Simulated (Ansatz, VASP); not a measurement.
# CdH2: VASP beside Ansatz

Aim: how closely do two programs agree when they are given the same cell, functional and k mesh? The cell is generated by rule, not measured, and may not be a known phase. The cell is taken from a series of VASP runs on this material, whose earlier steps may have relaxed, scaled or displaced it; both programs get it as it stands. Valence electrons are named where the data sets of a main pair hold unlike numbers.

Calculated with Ansatz 0.2.0; plane waves, with VASP 6.6.1 beside it; band structure at PBE and band structure at PBE, spin-orbit coupling.

The structure was built from a prototype and need not be the compound's stable phase.

### 1. The structure

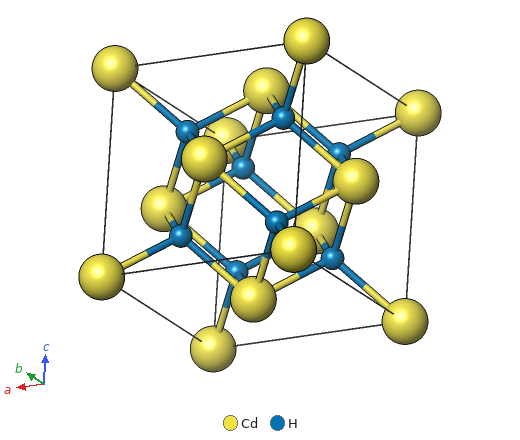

The cell as given, from a free direction (cadmium yellow, hydrogen blue). This picture shows the conventional cell, with its axes. Some periodic images of atoms are drawn too.

### 2. VASP: band structure, PBE

A single point gives forces, pressure and levels at one fixed geometry, so differences don't come from the geometry; what else differs is listed under the comparison.

Lines of VASP's logs that name or quote its potential files are left out, and so is its time.

Input file INCAR:

```
SYSTEM = CdH2
PREC = Accurate
ENCUT = 400
EDIFF = 1E-06
NELM = 100
ISMEAR = 0
SIGMA = 0.02
LREAL = .FALSE.
ALGO = Normal
GGA = PE
NBANDS = 20
LORBIT = 11
LWAVE = .FALSE.
LCHARG = .FALSE.
KPAR = 4
ISIF = 2
```

Input file POSCAR:

```
CdH2
1.0
    0.0000000000      2.8220900000      2.8220900000
    2.8220900000      0.0000000000      2.8220900000
    2.8220900000      2.8220900000      0.0000000000
Cd H
1 2
Direct
    0.0000000000      0.0000000000      0.0000000000
    0.2500000000      0.2500000000      0.2500000000
    0.7500000000      0.7500000000      0.7500000000
```

Input file KPOINTS:

```
Automatic mesh
0
Gamma
12 12 12
0 0 0
```

Input file KPOINTS_OPT:

```
Line mode
24
Line-mode
Reciprocal
  0.00000000   0.00000000   0.00000000 GAMMA
  0.50000000   0.00000000   0.50000000 X

  0.50000000   0.00000000   0.50000000 X
  0.50000000   0.25000000   0.75000000 W

  0.50000000   0.25000000   0.75000000 W
  0.37500000   0.37500000   0.75000000 K

  0.37500000   0.37500000   0.75000000 K
  0.00000000   0.00000000   0.00000000 GAMMA

  0.00000000   0.00000000   0.00000000 GAMMA
  0.50000000   0.50000000   0.50000000 L

  0.50000000   0.50000000   0.50000000 L
  0.62500000   0.25000000   0.62500000 U

  0.62500000   0.25000000   0.62500000 U
  0.50000000   0.25000000   0.75000000 W

  0.50000000   0.25000000   0.75000000 W
  0.50000000   0.50000000   0.50000000 L

  0.50000000   0.50000000   0.50000000 L
  0.37500000   0.37500000   0.75000000 K

  0.62500000   0.25000000   0.62500000 U
  0.50000000   0.00000000   0.50000000 X
```

PAW data sets: Cd and H (PBE family, release 64).

Run with:

```sh
$ mpirun -np 4 vasp_std
```

Numbers of over 12 decimals in the logs are rounded to 6 here.

What it wrote:

```text
[banner, memory and clock lines left out]
running    4 mpi-ranks, on    1 nodes
 distrk:  each k-point on    1 cores,    4 groups
 distr:  one band on    1 cores,    1 groups

 POSCAR found type information on POSCAR CdH
 POSCAR found :  2 types and       3 ions
 LDA part: xc-table for (Slater+PW92), standard interpolation
 POSCAR, INCAR and KPOINTS ok, starting setup
 FFT: planning ... GRIDC
 FFT: planning ... GRID_SOFT
 FFT: planning ... GRID
 WAVECAR not read
 entering main loop
       N       E                     dE             d eps       ncg     rms          rms(c)
DAV:   1     0.692169285940E+02    0.69217E+02   -0.57556E+03  3064   0.506E+02
DAV:   2    -0.391520307661E+01   -0.73132E+02   -0.66925E+02  3276   0.158E+02
DAV:   3    -0.605251125047E+01   -0.21373E+01   -0.21292E+01  3436   0.288E+01
DAV:   4    -0.605659390465E+01   -0.40827E-02   -0.40825E-02  3196   0.125E+00
DAV:   5    -0.605660760088E+01   -0.13696E-04   -0.13696E-04  3288   0.684E-02    0.515E+00
DAV:   6    -0.541850004232E+01    0.63811E+00   -0.63530E-01  3180   0.651E+00    0.368E+00
DAV:   7    -0.538030852269E+01    0.38192E-01   -0.16054E-01  3196   0.181E+00    0.125E+00
DAV:   8    -0.538371689145E+01   -0.34084E-02   -0.11150E-02  3144   0.823E-01    0.303E-01
DAV:   9    -0.538520407295E+01   -0.14872E-02   -0.15465E-03  3136   0.226E-01    0.892E-02
DAV:  10    -0.538518730846E+01    0.16764E-04   -0.51199E-05  3260   0.392E-02    0.395E-02
DAV:  11    -0.538520686302E+01   -0.19555E-04   -0.45113E-05  3108   0.261E-02    0.377E-02
DAV:  12    -0.538520172826E+01    0.51348E-05   -0.65430E-06  3160   0.113E-02    0.100E-02
DAV:  13    -0.538520147378E+01    0.25448E-06   -0.20223E-06  3196   0.480E-03
   1 F= -.53852015E+01 E0= -.53850509E+01  d E =-.301104E-03
 Start KPOINTS_OPT (optional k-point list driver)
k-point batch [1-72\240]
       N       E                     dE             ncg
DAV:   1    -0.164426389238E+04   -0.28060E+05     3056
DAV:   2    -0.689238634307E+04   -0.52481E+04     3260
DAV:   3    -0.705065395874E+04   -0.15827E+03     3536
DAV:   4    -0.705096726786E+04   -0.31331E+00     3296
DAV:   5    -0.705096845787E+04   -0.11900E-02     3352
DAV:   6    -0.705096846626E+04   -0.83918E-05     3176
DAV:   7    -0.705096846648E+04   -0.21625E-06     2668
[...]
k-point batch [217-240\240]
       N       E                     dE             ncg
DAV:   1     0.198094546737E+05   -0.11623E+05     1048
DAV:   2     0.181426684048E+05   -0.16668E+04     1076
DAV:   3     0.180931287611E+05   -0.49540E+02     1268
DAV:   4     0.180930296307E+05   -0.99130E-01     1124
DAV:   5     0.180930292336E+05   -0.39709E-03     1176
DAV:   6     0.180930292307E+05   -0.29337E-05     1136
DAV:   7     0.180930292306E+05   -0.76747E-07      988
```

From OUTCAR (step 2):

```text
ion  position               nearest neighbor table
   1  0.000  0.000  0.000-
   2  0.250  0.250  0.250-
   3  0.750  0.750  0.750-

  LATTYP: Found a face centered cubic cell.
 ALAT       =     5.6441800000

 Subroutine GETGRP returns: Found 48 space group operations
 (whereof 48 operations were pure point group operations)

The static configuration has the point symmetry O_h .

 Found     72 irreducible k-points:

   k-points           NKPTS =     72   k-points in BZ     NKDIM =     72   number of bands    NBANDS=     20

   dimension x,y,z NGX =    28 NGY =   28 NGZ =   28
   dimension x,y,z NGXF=    56 NGYF=   56 NGZF=   56

   ENCUT  =  400.0 eV  29.40 Ry    5.42 a.u.   6.51  6.51  6.51*2*pi/ulx,y,z

   NELECT =      14.0000    total number of electrons

 k-points in reciprocal lattice and weights: Automatic mesh
   0.00000000  0.00000000  0.00000000       0.001
   0.08333333  0.00000000  0.00000000       0.005
   0.16666667  0.00000000  0.00000000       0.005
   0.25000000  0.00000000  0.00000000       0.005
   0.33333333  0.00000000  0.00000000       0.005
   0.41666667  0.00000000  0.00000000       0.005
   0.50000000  0.00000000  0.00000000       0.002
   0.08333333  0.08333333  0.00000000       0.003
   0.16666667  0.08333333  0.00000000       0.014
[...]
-0.33333333  0.50000000  0.16666667       0.007
  -0.25000000  0.50000000  0.25000000       0.003

 average (electrostatic) potential at core
       1 -42.0021       2 -36.1836       3 -36.1836

 E-fermi :  -0.6454

 k-point     1 :       0.0000    0.0000    0.0000
  band No.  band energies     occupation
    ...
      2      -8.6413      2.00000
      3      -8.6413      2.00000
      4      -8.5326      2.00000
      5      -8.5326      2.00000
      6      -7.5914      2.00000
      7      -0.0279      0.00000
      8       7.1697      0.00000
      9       8.1273      0.00000
     10       8.1273      0.00000
     11       8.1273      0.00000
    ...

 k-point     2 :       0.0833    0.0000    0.0000
  band No.  band energies     occupation
    ...
      2      -8.6348      2.00000
      3      -8.6348      2.00000
      4      -8.5328      2.00000
      5      -8.5328      2.00000
      6      -7.4951      2.00000
      7      -0.0773      0.00000
      8       6.3373      0.00000
      9       7.6760      0.00000
     10       7.8641      0.00000
     11       7.8641      0.00000
    ...

 k-point     3 :       0.1667    0.0000    0.0000
  band No.  band energies     occupation
    ...
      2      -8.6207      2.00000
      3      -8.6207      2.00000
      4      -8.5303      2.00000
      5      -8.5303      2.00000
      6      -7.1999      2.00000
      7      -0.2908      0.00000
      8       4.9185      0.00000
      9       7.0831      0.00000
     10       7.3850      0.00000
     11       7.3850      0.00000
    ...

  Total       -2.7822638     -2.7822638     -2.7822638      0.0000000     -0.0000000      0.0000000
  in kB      -99.1668029    -99.1668029    -99.1668029      0.0000000     -0.0000000      0.0000000
  external PRESSURE =     -99.1668029 kB  Pullay stress =       0.0000000 kB

  energy-cutoff  :      400.00
  volume of cell :       44.95
      direct lattice vectors                 reciprocal lattice vectors
     0.000000000  2.822090000  2.822090000    -0.177173655  0.177173655  0.177173655
     2.822090000  0.000000000  2.822090000     0.177173655 -0.177173655  0.177173655
     2.822090000  2.822090000  0.000000000     0.177173655  0.177173655 -0.177173655

 POSITION                                       TOTAL-FORCE (eV/Angst)
 -----------------------------------------------------------------------------------
      0.00000      0.00000      0.00000         0.000000     -0.000000     -0.000000
      1.41105      1.41105      1.41105         0.000000      0.000000      0.000000
      4.23314      4.23314      4.23314        -0.000000     -0.000000     -0.000000
 -----------------------------------------------------------------------------------
    total drift:                               -0.000000     -0.000000      0.000000

  FREE ENERGIE OF THE ION-ELECTRON SYSTEM (eV)
  ---------------------------------------------------
  free  energy   TOTEN  =        -5.3852014738 eV

  energy  without entropy=       -5.3849003700  energy(sigma->0) =       -5.38505092

 total charge
# of ion       s       p       d       tot
------------------------------------------
    1        0.394   0.158   9.559  10.110
    2        0.448   0.003   0.000   0.451
    3        0.448   0.003   0.000   0.451
--------------------------------------------------
tot          1.289   0.164   9.559  11.012

[... 3 further parts left out ...]
```

The run ends at a pressure of -9.92 GPa.

### 3. Ansatz: band structure, PBE

Ansatz runs on its default PAW (the set named soft_2) files.

The same cell, functional, mesh and smearing now go to Ansatz, which takes its cutoff from its data sets.

Input file input.yaml:

```yaml
crystal:
  lattice:
    - [0.0, 2.82209, 2.82209]
    - [2.82209, 0.0, 2.82209]
    - [2.82209, 2.82209, 0.0]
  atoms:
    - { symbol: Cd, position: [0.0, 0.0, 0.0] }
    - { symbol: H, position: [0.25, 0.25, 0.25] }
    - { symbol: H, position: [0.75, 0.75, 0.75] }
hamiltonian:
  xc: pbe
  pseudopotentials: { kind: paw }
kpoints:
  mp_grid: { grid: [12, 12, 12] }
  band_path:
    path:
      - [0.0, 0.0, 0.0]
      - [0.17391, 0.0, 0.17391]
      - [0.34783, 0.0, 0.34783]
      - [0.5, 0.0, 0.5]
      - [0.5, 0.08696, 0.58696]
      - [0.5, 0.18478, 0.68478]
      - [0.49457, 0.25543, 0.75]
      - [0.45109, 0.29891, 0.75]
      - [0.40761, 0.34239, 0.75]
      - [0.34239, 0.34239, 0.68478]
      - [0.21196, 0.21196, 0.42391]
      - [0.08152, 0.08152, 0.16304]
      - [0.04348, 0.04348, 0.04348]
      - [0.23913, 0.23913, 0.23913]
      - [0.41304, 0.41304, 0.41304]
      - [0.5163, 0.46739, 0.5163]
      - [0.55978, 0.38043, 0.55978]
      - [0.6087, 0.28261, 0.6087]
      - [0.60326, 0.25, 0.64674]
      - [0.55978, 0.25, 0.69022]
      - [0.5163, 0.25, 0.7337]
      - [0.5, 0.30435, 0.69565]
      - [0.5, 0.3913, 0.6087]
      - [0.5, 0.47826, 0.52174]
      - [0.47283, 0.47283, 0.55435]
      - [0.42391, 0.42391, 0.65217]
      - [0.38043, 0.38043, 0.73913]
      - [0.59239, 0.18478, 0.59239]
      - [0.54891, 0.09783, 0.54891]
      - [0.5, 0.0, 0.5]
    npoints: 1
scf:
  occupations: { method: gaussian, width: 0.02 }
  n_extra_bands: 7
output:
  forces: true
  stress: true
  eigenvalues: true
  write_density: true
  write_potential: true
  elf: true
  volumetric_format: npy
```

Run with:

```sh
$ ansatz run input.yaml --threads 2 --pin off --max-ram 4608MiB --backend cpu --events-out ev --progress --plain --runs-dir out
```

What it wrote:

```text
scf.n_extra_bands = 7 over 11 filled bands (N_el = 22.0): the run solves 18 bands
Engine: ansatz 0.2.0, aarch64-unknown-linux-gnu
Pseudopotentials: kind: paw
Pseudopotential: Cd, paw, valence charge 20, recommended cutoff 420 eV (normal), Cd.paw.azcp
Pseudopotential: H, paw, valence charge 1, recommended cutoff 420 eV (normal), H.paw.azcp
Functional definition: PBE
  parameter kappa = 0.804
  parameter beta = 0.066725
  exchange = pbe_x(kappa = kappa, mu = beta*pi^2/3)
  correlation = pbe_c(beta = beta)
Crystal: 3 atoms, lattice volume = 44.951 Å³
Basis set: ecut = 420 eV, 893 PW (Γ), exchange–correlation on 54×54×54 points (8 copies of the dense FFT grid, shifted against one another)
Bands: 18, of which v1, the nominal top of the filled ones, is band 11 counted from 1 (10 counted from 0)
Symmetry: 48 space group operations
Space group: Fm-3m (ITA 225), of the structure as read, at distance tolerance 3.6e-5 Å
k-points: 72 of 1728
Non-local potential: Cd, projectors of the file, l = 0: 3, l = 1: 2, l = 2: 2, l = 3: 1
Non-local potential: H, projectors of the file, l = 0: 2, l = 1: 1
PAW form: soft (Blöchl's): semilocal exchange-correlation on the pseudo side does not see the compensation charge
PAW one-centre angular grid: Cd, 590 points (default); XC on 64 Gauss nodes
PAW one-centre angular grid: H, 110 points (default); XC on 64 Gauss nodes
Initial density: superposition of atomic densities (neutral atoms: chi_scale 0, normalization atom), corrected by the library's trained network
Initial wavefunctions: pseudopotential atomic-orbital guess
Functional: x = pbe(κ = 0.804, μ = 0.219515), c = pbe(β = 0.066725)
SCF iter   1: F=—  HF=-8284.067160 eV  |F-HF|=—  |Δ(HF+E_count)|=         —  Δρ=1.44e-3  dr2=6.58e-4  ethr=1.77e-3  ⟨swp⟩=5.3  Hψ=5921  notcnv=0  defer=1
preconditioner: auto → LDOS  [insulator: Δε(μ)=0.045 eV  Ē_g=15.162 eV  σ=0.020 eV  W_gap=0.63  n_scr=14 (ndim 8)  ℏωp=20.7 eV  f_vac=0.083  D(μ)=1.54/eV (n_scr^D=14)  ε∞_Penn≈2.9  β→1.0]
SCF iter   2: F=—  HF=-8284.069266 eV  |F-HF|=—  |Δ(HF+E_count)|=   2.11e-3  Δρ=7.31e-4  dr2=1.57e-4  ethr=2.99e-6  ⟨swp⟩=2.3  Hψ=2742  notcnv=0  defer=181
SCF iter   3: F=—  HF=-8284.069316 eV  |F-HF|=—  |Δ(HF+E_count)|=   4.97e-5  Δρ=3.57e-4  dr2=3.52e-5  ethr=7.12e-7  ⟨swp⟩=2.0  Hψ=2128  notcnv=0  defer=181
SCF iter   4: F=—  HF=-8284.069319 eV  |F-HF|=—  |Δ(HF+E_count)|=   3.37e-6  Δρ=8.95e-5  dr2=3.10e-6  ethr=1.60e-7  ⟨swp⟩=2.5  Hψ=1919  notcnv=0  defer=181
SCF iter   5: F=—  HF=-8284.069319 eV  |F-HF|=—  |Δ(HF+E_count)|=   2.44e-9  Δρ=1.87e-5  dr2=1.36e-7  ethr=1.41e-8  ⟨swp⟩=2.0  Hψ=1256  notcnv=0  defer=181
SCF iter   6: F=-8284.069319 eV  HF=-8284.069319 eV  |F-HF|=2.26e-10  |Δ(HF+E_count)|=   1.03e-8  Δρ=2.09e-6  dr2=1.65e-9  ethr=4.55e-10  ⟨swp⟩=11.1  Hψ=7029  notcnv=0
SCF 1 converged in 6 iterations: F = -8284.069319 eV  dr2 = 1.65e-9
  greatest PAW one-centre occupation: 1.000 electrons in one spin orbital (limit 2), on the Cd atom at site 0 (counted from 0), in its partial waves of l = 0
NSCF: frozen V_eff on 30 k-points
SCF converged after 6 iterations
Free energy (F): -8284.069319 eV
Harris-Foulkes:  -8284.069319 eV  (|F-HF|=2.26e-10)
Internal energy: -8284.069016 eV  (E = F + TS)
E sigma→0 (E₀):  -8284.069168 eV
Entropy (-TS):   -0.000304 eV (-0.101 meV/atom)
Fermi energy:    5.091478 eV
--- Per-component energies (eV) ---
  E_band       = -561.457625
  E_kinetic    = 525.742662
  E_local      = -3928.232272  (includes V_loc(G=0)·N_el)
  E_nonlocal   = 36.671155
  E_hartree    = 1793.741306
  E_xc         = -191.042083
  E_vxc        = -239.934981  (∫ρ·V_xc dr)
  E_paw        = -4085.218554  (= ΣΔE_a)
  E_vpaw       = -543.184707  (= ΣTr[D̂ρ^β])
  E_aug_tail   = -0.002110  (compensation charges beyond the density's cutoff)
  E_ewald      = -2435.729121
  E_smearing   = -0.000304  (= −TS)
  E_closure    = 0.000000  (closes the sum)
  Σ components = -8284.069319   (vs F -8284.069319, Δ=0.00e0)
--- Forces (eV/Å), atoms counted from 1 ---
  atom   1  Cd     0.00000000    -0.00000000    -0.00000000
  atom   2  H     -0.00000000     0.00000000     0.00000000
  atom   3  H     -0.00000000     0.00000000     0.00000000
  max |Σ_I F_I| component: 4.34e-19 eV/Å
--- Stress (GPa, compression-positive) ---
       -9.244056       0.000000      -0.000000
        0.000000      -9.244056       0.000000
       -0.000000       0.000000      -9.244056
  P = ⅓ Tr σ = -9.2441 GPa (-92.441 kbar)
--- Band table (eV; the first three rows and the last of 72) ---
  k-point 0: bands = [... 7 lower, -2.7868, -2.7868, -1.8399, 5.6876, 12.9187, 13.8676, 13.8676, 13.8676, ... 3 higher]
  k-point 1: bands = [... 7 lower, -2.7874, -2.7874, -1.7442, 5.6395, 12.0856, 13.4113, 13.6064, 13.6064, ... 3 higher]
  k-point 2: bands = [... 7 lower, -2.7855, -2.7855, -1.4492, 5.4306, 10.6658, 12.8073, 13.1282, 13.1282, ... 3 higher]
  k-point 71: bands = [... 7 lower, -2.7631, -2.7060, 2.9260, 2.9260, 4.7105, 7.9887, 13.0520, 13.0520, ... 3 higher]
```

It took 2.3 s on 2 threads of Arm Neoverse V2, shared host; peak memory 0.32 GiB; 3.9 s of CPU time.

### 4. Side by side

Known differences besides the potentials themselves: the data sets hold 22 valence electrons in Ansatz (on its default PAW (the set named soft_2) files) and 14 in VASP; the cutoff is 420 eV in Ansatz and 400 eV in VASP; VASP leaves aspherical gradient terms in its spheres out (LASPH is not set), Ansatz keeps them. Total energies have different zeros and are not compared.

The two programs side by side:

| quantity | Ansatz | VASP | difference |
| --- | --- | --- | --- |
| pressure (GPa) | -9.24 | -9.92 | +0.67 |
| pressure without Ansatz's Pulay correction (GPa) | -9.36 | -9.92 | +0.56 |

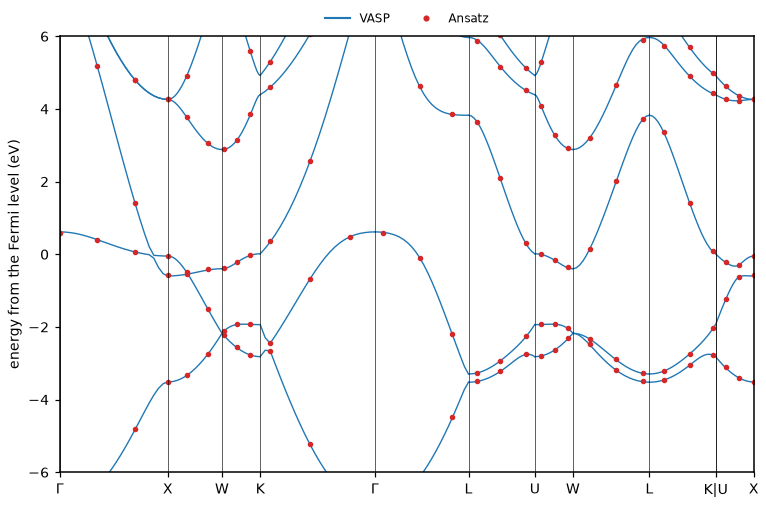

Bands from VASP (lines) and levels from Ansatz (dots). Dots without a line are higher empty bands that the VASP plot leaves out.

Levels from 3 eV below to 2 eV above the Fermi level differ by 12 meV r.m.s. and 21 meV at most; each VASP level is matched to the nearest of Ansatz, which flatters the figure a little. Ansatz's pressure holds a Pulay correction of 0.11 GPa; VASP's holds none.

### 5. Further runs

Further runs change the set-up of one program: Ansatz's method, potentials or start, or VASP's data sets, cutoff or form of LDA. The table gives that difference for each run.

| run | pressure (GPa) |
| --- | --- |
| as above | 0.67 |
| Ansatz's all-electron LAPW method | 0.67 |

### 6. Ansatz: band structure, PBE, spin-orbit coupling

With cell and atoms fixed, the geometry can't cause a difference; cores, projectors, grids and the points listed under the comparison can.

The cell is taken from a series of VASP runs on this material, whose earlier steps may have relaxed, scaled or displaced it; both programs get it as it stands.

Input file input.yaml:

```yaml
crystal:
  lattice:
    - [0.0, 2.82209, 2.82209]
    - [2.82209, 0.0, 2.82209]
    - [2.82209, 2.82209, 0.0]
  atoms:
    - { symbol: Cd, position: [0.0, 0.0, 0.0] }
    - { symbol: H, position: [0.25, 0.25, 0.25] }
    - { symbol: H, position: [0.75, 0.75, 0.75] }
hamiltonian:
  xc: pbe
  pseudopotentials: { kind: paw_fr }
magnetization:
  noncollinear: true
  spin_orbit: true
kpoints:
  mp_grid: { grid: [8, 8, 8] }
  band_path:
    path:
      - [0.0, 0.0, 0.0]
      - [0.16667, 0.0, 0.16667]
      - [0.33333, 0.0, 0.33333]
      - [0.5, 0.0, 0.5]
      - [0.5, 0.08333, 0.58333]
      - [0.5, 0.18333, 0.68333]
      - [0.5, 0.25, 0.75]
      - [0.45, 0.3, 0.75]
      - [0.40833, 0.34167, 0.75]
      - [0.35, 0.35, 0.7]
      - [0.225, 0.225, 0.45]
      - [0.075, 0.075, 0.15]
      - [0.03333, 0.03333, 0.03333]
      - [0.23333, 0.23333, 0.23333]
      - [0.4, 0.4, 0.4]
      - [0.51667, 0.46667, 0.51667]
      - [0.55833, 0.38333, 0.55833]
      - [0.60833, 0.28333, 0.60833]
      - [0.60833, 0.25, 0.64167]
      - [0.55833, 0.25, 0.69167]
      - [0.51667, 0.25, 0.73333]
      - [0.5, 0.3, 0.7]
      - [0.5, 0.38333, 0.61667]
      - [0.5, 0.48333, 0.51667]
      - [0.475, 0.475, 0.55]
      - [0.425, 0.425, 0.65]
      - [0.38333, 0.38333, 0.73333]
      - [0.59167, 0.18333, 0.59167]
      - [0.55, 0.1, 0.55]
      - [0.5, 0.0, 0.5]
    npoints: 1
scf:
  occupations: { method: gaussian, width: 0.02 }
  n_extra_bands: 14
output:
  forces: true
  stress: true
  eigenvalues: true
```

What it wrote:

```text
[...]
non-collinear run that drives no moment, with spin-orbit: no starting moment large enough to seed its density (crystal.atoms[].spin), no starting occupations that ask for one, no magnetisation constraint and no magnetic field, so the semilocal B_xc is pinned to zero
Crystal: 3 atoms, lattice volume = 44.951 Å³
[...]
k-point 1: bands = [... 18 lower, -1.6240, -1.6240, 5.5602, 5.5602, 11.3378, 11.3378, 13.0147, 13.0147, ... 10 higher]
  k-point 2: bands = [... 18 lower, -0.9479, -0.9479, 4.8962, 4.8962, 9.5997, 9.5997, 12.1273, 12.1273, ... 10 higher]
  k-point 28: bands = [... 18 lower, 2.9028, 2.9028, 2.9429, 2.9429, 4.7111, 4.7111, 7.9787, 7.9787, ... 10 higher]
[key lines of the parts left out:]
SCF converged after 10 iterations
Magnetization: |M| = 0.0000 μB,  M = (+0.0000, +0.0000, +0.0000) μB
Free energy (F): -8286.746634 eV
Fermi energy:    5.173311 eV
P = ⅓ Tr σ = -9.2745 GPa (-92.745 kbar)
```

The job ended after 7.6 s (2 threads; peak memory 0.4 GiB).

[end of part 1 of 2]

[Lines on the potential files, build, host, timing and source positions are cut from VASP's logs without a mark.]

[Logs are printed without paths, hosts, clocks, repeated set-up lines and the standing remarks that a program may print on its own settings, such as how far it seeks lower states.]

[Hosts, paths, dates, database ids (printed as entryN), source tags and the programs' standing remarks are cut or masked in the printed files.]
